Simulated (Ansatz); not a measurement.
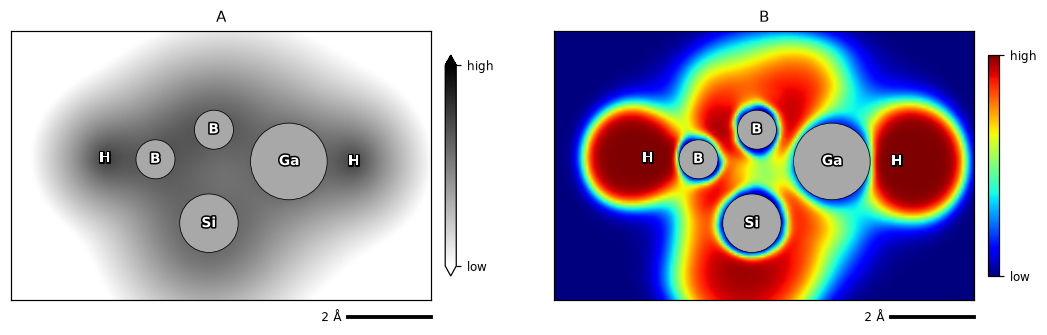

B2GaH2Si (charge −1): 2 fields on the molecular plane, with unlabelled colour scales. Grey discs cover the atomic cores.

Geometry: PBE0-D3(BJ)/def2-SVPD.

Level of theory: isolated molecule in a Gaussian basis; Kohn-Sham density functional theory, functional PBE0 in Ansatz 0.2.0.

```yaml
atoms:
  - { symbol: B, position_ang: [-1.6834, -2.4457, 0.6785] }
  - { symbol: B, position_ang: [-1.4286, -1.6314, -0.6353] }
  - { symbol: Ga, position_ang: [-1.1943, 0.2818, -0.9022] }
  - { symbol: Si, position_ang: [-1.5704, -0.5654, 1.3286] }
  - { symbol: H, position_ang: [-1.8672, -3.4798, 1.2685] }
  - { symbol: H, position_ang: [-0.9537, 1.6045, -1.6977] }
```

Match the panels to the quantities (electron density and electron localisation function).

Answer. Panel A: electron density. Panel B: electron localisation function. From the grid: B–B (1.57 Å): ρ is about 1.2 e/Å³ halfway; the ELF peaks at about 0.90 between the atoms, as expected for a covalent bond. Ga–B (1.95 Å): ρ at the midpoint is about 0.73 e/Å³; the ELF peaks at about 0.80 between the atoms.
